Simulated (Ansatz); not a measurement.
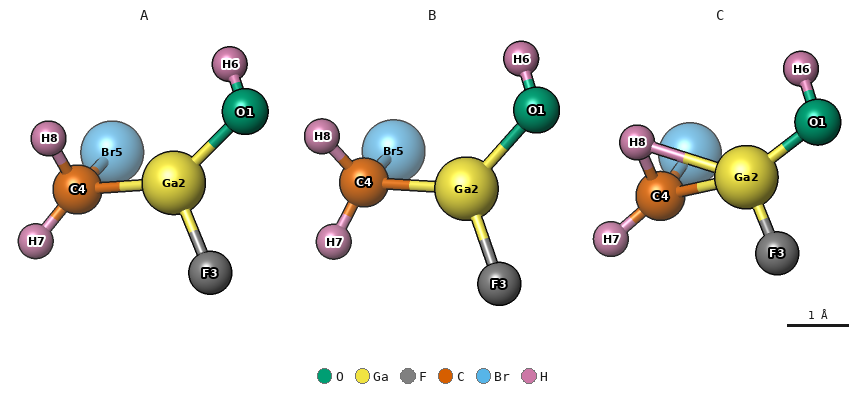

3 geometries from one relaxation of CH3BrFGaO (coarse preliminary run), in shuffled order. Style: ball-and-stick. Shown from a free direction.

The start comes from a force field.

The calculation used RKS PBE-D4/def2-SVP in Ansatz 0.2.0. Settings: force threshold 0.03 eV/Å; at most 200 steps.

> Order the frames from highest to lowest energy.

C, A, B. They are steps 0, 2, 9, at +8.121 eV, +0.685 eV relative to the last. The energy falls by 8.121 eV in 8 accepted moves (9 points after the start). Largest force component: 33 eV/Å at the start, 0.025 eV/Å at the end. The line search rejected the trial step at point 4 of the run. The atom that moves furthest after the best rigid fit is F3 (0.61 Å). By element the largest moves are F 0.61 Å, H 0.51 Å, C 0.26 Å, Ga 0.25 Å, O 0.23 Å, Br 0.18 Å. Among the contacts that change: Ga2–H8 1.962 → 2.622 Å, Ga2–F3 1.375 → 1.767 Å, O1–Ga2 1.531 → 1.792 Å, Ga2–C4 1.823 → 1.972 Å. Bond angles that change, for instance: Ga2–C4–H8 79.4° → 113.9°, Ga2–C4–H7 138.8° → 111.7°, O1–Ga2–C4 146.7° → 129.4°.
